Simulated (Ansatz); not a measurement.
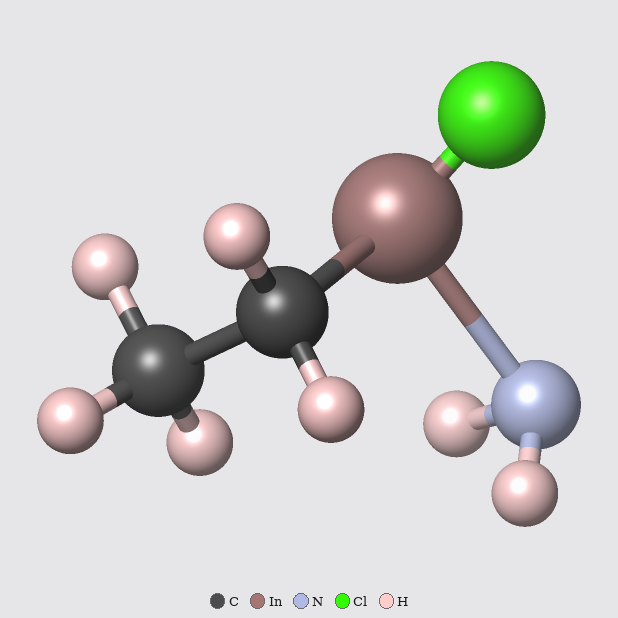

The structure as it stands in the input.

Input file:

```yaml
crystal:
  periodic: [false, false, false]
  atoms:
    - {symbol: C, position_ang: [0.107200, 0.580100, 1.332900]}
    - {symbol: C, position_ang: [0.912200, 0.672500, 0.069200]}
    - {symbol: In, position_ang: [-0.726600, 0.373600, -1.186800]}
    - {symbol: N, position_ang: [-0.746300, -1.806100, -1.343000]}
    - {symbol: Cl, position_ang: [-0.622700, 0.766800, -2.409500]}
    - {symbol: H, position_ang: [0.693200, 0.784100, 2.219500]}
    - {symbol: H, position_ang: [-0.423900, -0.356700, 1.388300]}
    - {symbol: H, position_ang: [-0.668100, 1.444700, 1.272500]}
    - {symbol: H, position_ang: [1.673700, -0.122500, 0.134500]}
    - {symbol: H, position_ang: [1.435500, 1.656900, 0.026500]}
    - {symbol: H, position_ang: [-1.594200, -1.817500, -0.605800]}
    - {symbol: H, position_ang: [0.036900, -2.230900, -0.864100]}
basis:
  gaussian: {orbitals: def2-SVP}
hamiltonian: {xc: pbe, dispersion: d4}
relax: {f_tol: 0.03, max_steps: 200}
```

It was started with:

```sh
ansatz run in.yaml --threads 2 --pin off --events-out ev --progress --plain --max-ram 32768MiB --backend cpu
```

Result (its end):

```
mean field -21359.38253889 eV, -784.9428303948 hartree, gradient 2.8e-5 eV, S^2 0.000000; 1 other end points of the search recorded, 0 dependent functions left out
the calculation of the forces begins
reference -21359.38258909 eV, -784.9428322396 hartree; 32, 32 occupied and 89, 89 virtual orbitals, 1405 factors
Total energy: -21359.62010156 eV, -784.9515606618 hartree
Atom 0 at     0.314466     0.898932     1.707537 Å, force     0.005639     0.000798    -0.000789 eV/Å
Atom 1 at     0.973196     0.725746     0.336986 Å, force    -0.003116    -0.000803     0.005157 eV/Å
Atom 2 at    -0.304924    -0.223704    -1.154102 Å, force     0.004163     0.007716    -0.003129 eV/Å
Atom 3 at    -0.814972    -2.171729    -1.540731 Å, force     0.003787    -0.016073     0.024895 eV/Å
Atom 4 at    -1.110861     1.136336    -2.956250 Å, force     0.001311    -0.000290     0.004707 eV/Å
Atom 5 at     1.007828     1.394600     2.421854 Å, force    -0.005339    -0.001534    -0.004104 eV/Å
Atom 6 at     0.022662    -0.069958     2.163216 Å, force     0.002643     0.005363    -0.002564 eV/Å
Atom 7 at    -0.598230     1.527327     1.656881 Å, force    -0.000595    -0.001094     0.001560 eV/Å
Atom 8 at     1.887818     0.100581     0.395515 Å, force     0.002276     0.000058     0.000184 eV/Å
Atom 9 at     1.262354     1.698190    -0.109161 Å, force    -0.004558    -0.005389    -0.000954 eV/Å
Atom 10 at    -1.629231    -2.279368    -2.156641 Å, force    -0.010368     0.002103    -0.013022 eV/Å
Atom 11 at    -0.933207    -2.791953    -0.730905 Å, force     0.004158     0.009146    -0.011941 eV/Å
Dipole moment:     0.116079    -0.300360     0.713241 e Å
```
